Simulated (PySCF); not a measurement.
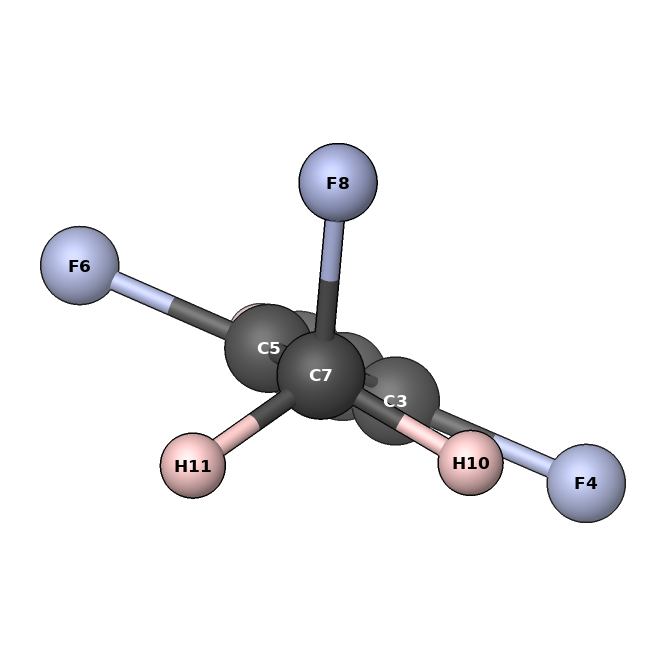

C5 lies behind C7. The molecule seen a little off the C7–C5 bond, C7 in front. Distant atoms are faded towards the background colour. The geometry was computed by an optimisation with PBE0-D3(BJ)/def2-SVP. No frequency run is at hand to confirm it as a minimum.

What is the torsion angle F8–C7–C5–F6? The sign is positive where the front bond must turn clockwise to cover the back bond.

Answer. −66°, synclinal (gauche).
